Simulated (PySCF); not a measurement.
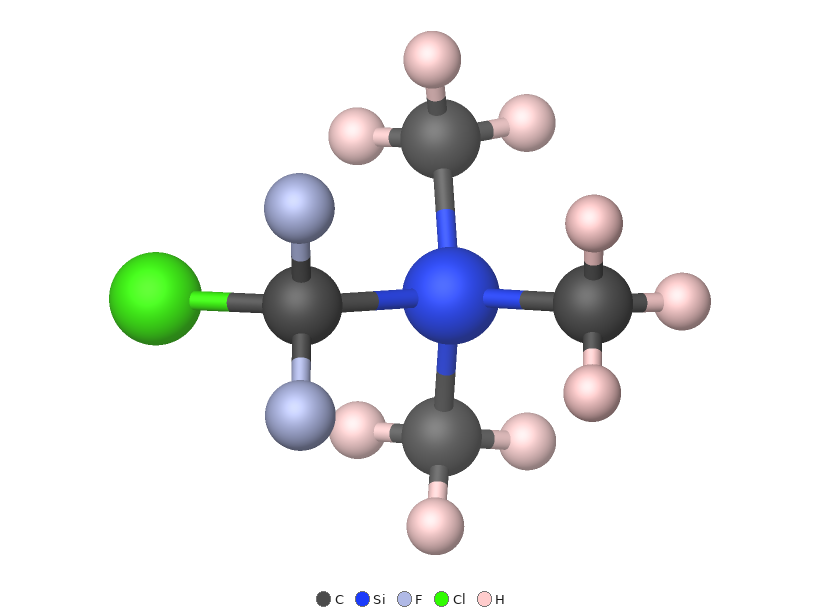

Ball-and-stick drawing of a structure.

The geometry was computed by an optimisation with PBE0-D3(BJ)/def2-TZVP. No frequency run is at hand to confirm it as a minimum.

Description:

The molecule is C₄H₉ClF₂Si. SMILES: `C[Si](C)(C)C(F)(F)Cl`. It has no ring. Among its groups: C–F bond, C–Cl bond. Coordination: 4 C tetrahedral; 1 Si tetrahedral.

More results for the same structure follow; atom numbers are the same in all pictures, views and colours differ.

**Quadrupole coupling**

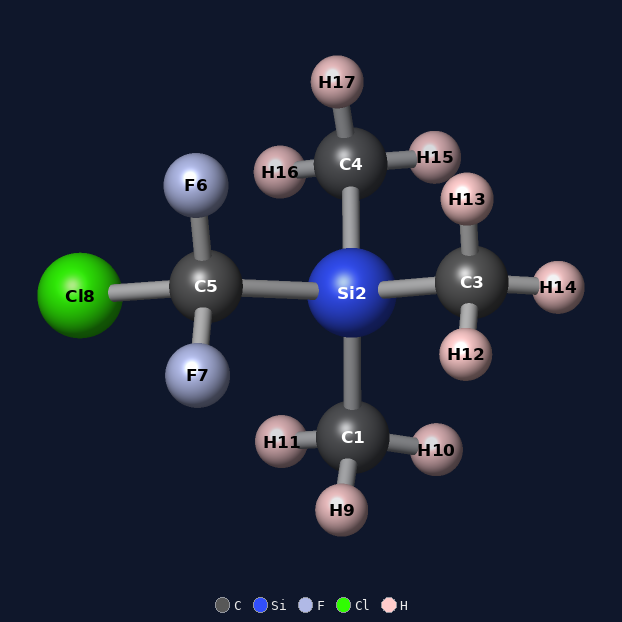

No frequency run is at hand to confirm it as a minimum. Electric field gradients from the ground-state density, PBE0/pcSseg-2 (PySCF 2.14.0), non-relativistic apart from any core potentials.

Give the largest field-gradient component, the quadrupole coupling constant and the asymmetry for 35Cl at Cl8 (Q = −81.7 mb), 2H at H9 (Q = 2.86 mb), 2H at H10 (Q = 2.86 mb).

```tsv
atom	V_zz (a.u.)	e²qQ/h (MHz)	η
Cl8	3.561	−68.4	0.00
H9	0.290	0.195	0.02
H10	0.290	0.195	0.02
```

**NMR shielding**

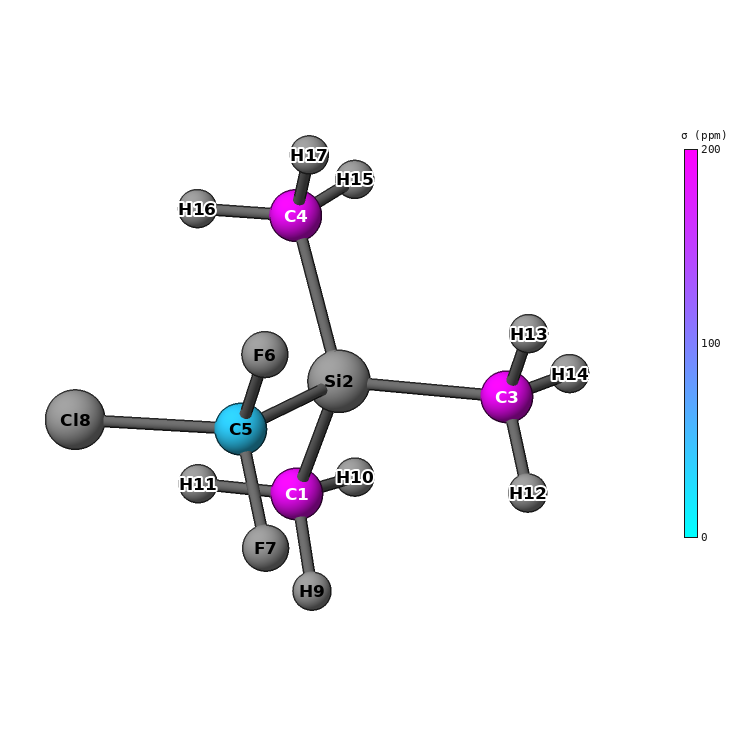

Atoms are coloured by their isotropic NMR shieldings (C only, the others grey). No frequency run is at hand to confirm it as a minimum. Method: GIAO ωB97X-D/pcSseg-2 NMR shielding, non-relativistic, gas phase (PySCF 2.14.0).

Give the isotropic NMR shieldings of the C atoms atom by atom.

```csv
atom,σ (ppm)
C1,190.5
C3,191.4
C4,190.5
C5,37.3
```

**Charges**

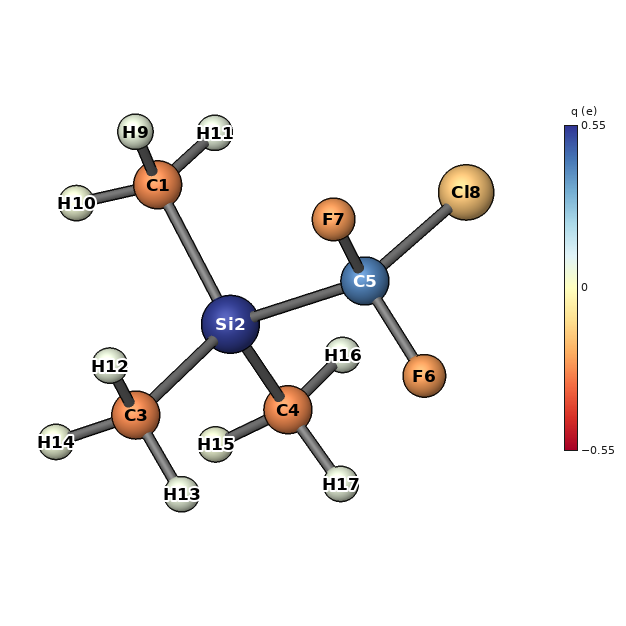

Atoms are coloured by their Mulliken charges. No frequency run is at hand to confirm it as a minimum. Level of theory: PBE0/pcSseg-2, gas phase (PySCF 2.14.0).

List the Mulliken charges.

```json
{"atom": "C1", "value (e)": "−0.27"}
{"atom": "Si2", "value (e)": "0.53"}
{"atom": "C3", "value (e)": "−0.28"}
{"atom": "C4", "value (e)": "−0.27"}
{"atom": "C5", "value (e)": "0.41"}
{"atom": "F6", "value (e)": "−0.24"}
{"atom": "F7", "value (e)": "−0.25"}
{"atom": "Cl8", "value (e)": "−0.16"}
{"atom": "H9", "value (e)": "0.06"}
{"atom": "H10", "value (e)": "0.05"}
{"atom": "H11", "value (e)": "0.07"}
{"atom": "H12", "value (e)": "0.06"}
{"atom": "H13", "value (e)": "0.06"}
{"atom": "H14", "value (e)": "0.05"}
{"atom": "H15", "value (e)": "0.05"}
{"atom": "H16", "value (e)": "0.07"}
{"atom": "H17", "value (e)": "0.06"}
```

Mulliken values depend strongly on the basis set and can even reverse the polarity of a bond.
